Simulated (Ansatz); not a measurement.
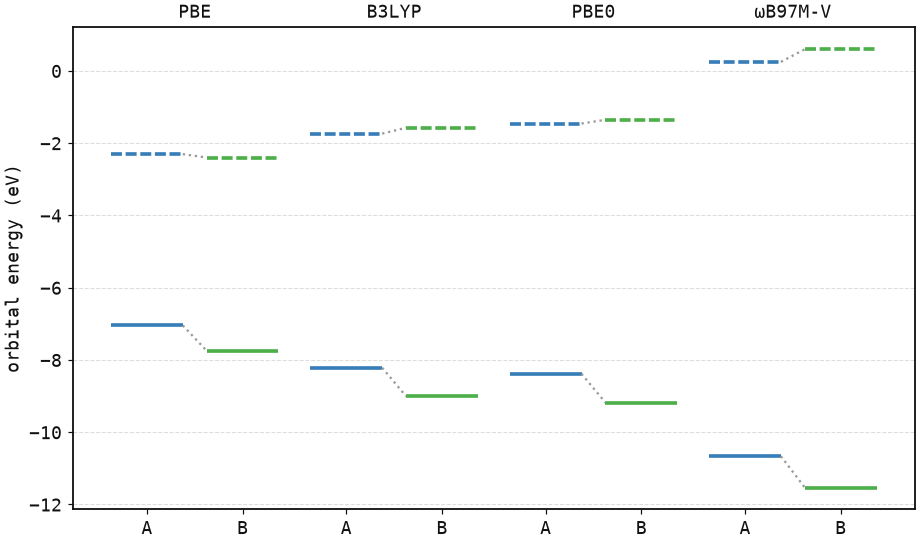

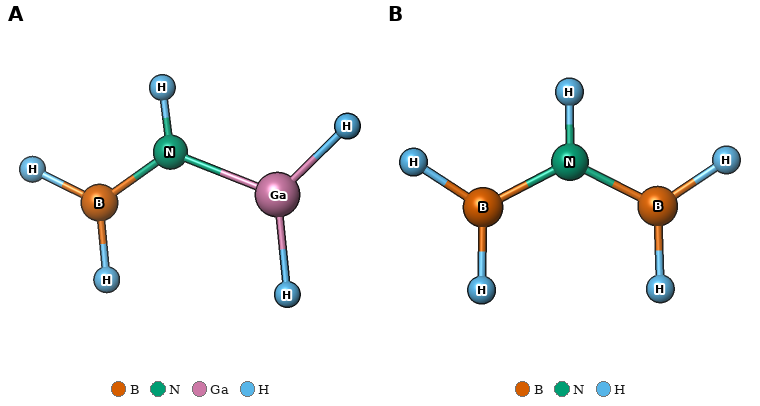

One change: A, GaBNH₅ (SMILES B[NH][GaH2]), becomes B, B₂NH₅ (SMILES BNB). GaH₂ on N is replaced by BH₂. HOMO (solid) and LUMO (dashed) computed in def2-TZVPP at PBE0-D4/def2-TZVP geometries, both minima by their frequencies, gas phase, the Ansatz code 0.2.0. Empty levels above zero depend strongly on the basis.

### What does the change do to HOMO and LUMO?

PBE: the HOMO falls by 0.70 eV, the LUMO falls by 0.09 eV, and the separation goes from 4.74 to 5.35 eV. B3LYP: the HOMO falls by 0.79 eV, the LUMO rises by 0.16 eV, and the separation goes from 6.48 to 7.43 eV. PBE0: the HOMO falls by 0.80 eV, the LUMO rises by 0.10 eV, and the separation goes from 6.93 to 7.83 eV. ωB97M-V: the HOMO falls by 0.87 eV, the LUMO rises by 0.35 eV, and the separation goes from 10.91 to 12.13 eV.

### Do the functionals agree on the effect?

Not on every direction; the HOMO shift lies between −0.87 and −0.70 eV and the LUMO shift between −0.09 and 0.35 eV, while the separations themselves differ by up to 6.8 eV between functionals.
